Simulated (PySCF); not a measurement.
# C2H4O2Si: what the fields show

The calculation's input:

```
{"job": {"kind": "nmr", "xc": "PBE0", "basis": "pcSseg-1"}, "charge": 0, "multiplicity": 1}
O     -2.062269    -0.412555    -0.462324
Si    -0.697968    -0.391369     0.400471
C      0.587940     0.994548     0.364476
C      1.381906     0.107802    -0.235828
O      0.648764    -1.047313    -0.424056
H     -2.058140    -0.247296    -1.403207
H     -0.998809    -1.094349     1.623348
H      0.813932     1.985793     0.702570
H      2.398205     0.110733    -0.590630
```

Launched as:

```sh
OMP_NUM_THREADS=1 python probes_run.py task.json out
```

Geometry: GFN2-xTB.

Method: PBE0/pcSseg-1, SCF density, gas phase, non-relativistic in PySCF.

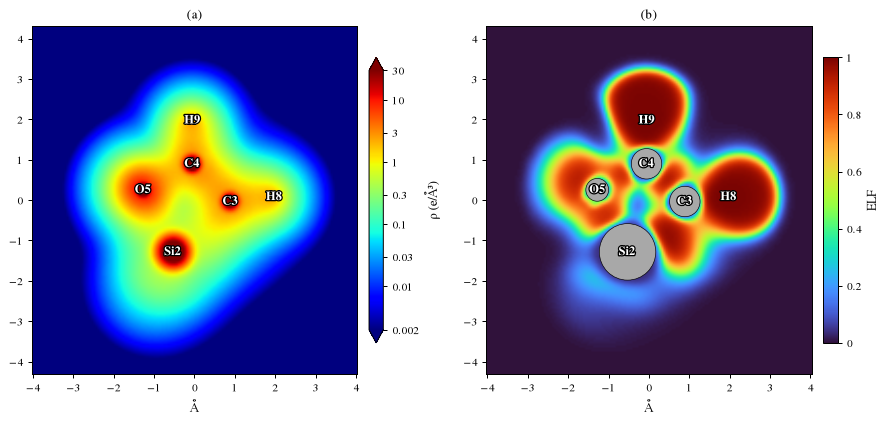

Figure 1. (a) electron density; (b) ELF on the plane of atoms Si2, O5 and C4. Grey discs cover the atomic cores in the ELF map.

**What do the fields say about this system?**

- The section cuts through Si, C, O and H sites.
- C–C (1.33 Å): ρ at the midpoint is about 2.3 e/Å³; the ELF peaks at about 0.90 between the atoms (a multiple bond).
- C–O (1.38 Å): ρ at the midpoint is about 2.2 e/Å³, with its minimum of 1.9 e/Å³ about 0.5 Å from C; the ELF peaks at about 0.85 between the atoms: a shared but strongly polarised pair.
- C–Si (1.89 Å): ρ at the midpoint is about 0.88 e/Å³; the ELF peaks at about 0.90 between the atoms; a shared electron pair.
- Si–O (1.71 Å): the density is about 1.1 e/Å³ at the midpoint; the ELF peaks at about 0.85 between the atoms; a shared but strongly polarised pair.
- C–H (1.07 Å): ρ at the midpoint is about 2 e/Å³; the ELF climbs to about 1 towards the hydrogen, as it does in any bond to H: a covalent bond by its length.
- The ELF also peaks beside O5, away from the bonds: lone-pair regions.

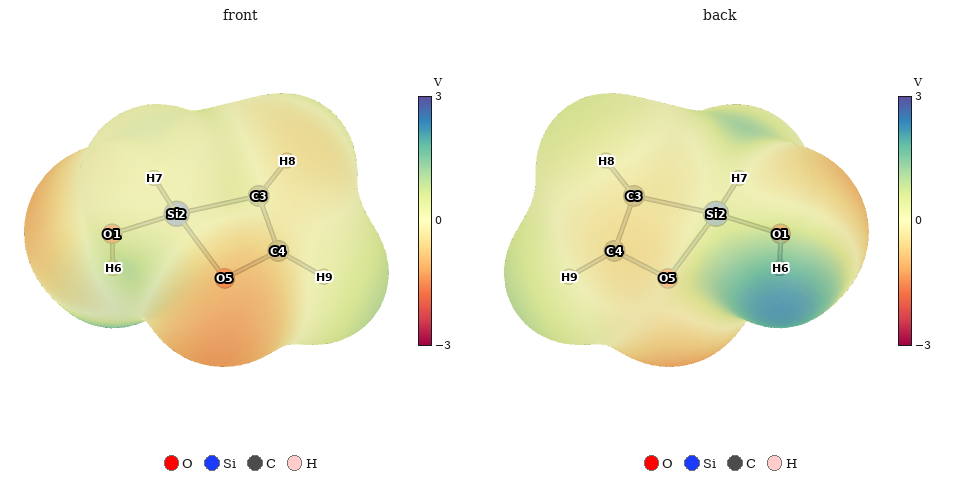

Figure 2. The electrostatic potential painted on the density surface at 0.001 e/bohr³, seen from the front and from behind; red is negative and blue positive.

**Which sites attract a positive test charge, and which a negative one?**

A positive charge is drawn to the negative regions and a negative charge to the positive ones. The most negative region (about −1.3 V) lies over O5, the most positive (about +2.3 V) over H6. O5 is the likeliest acceptor of a hydrogen bond.

**How polar is the molecule by this calculation?**

Its dipole moment is 1.31 D.
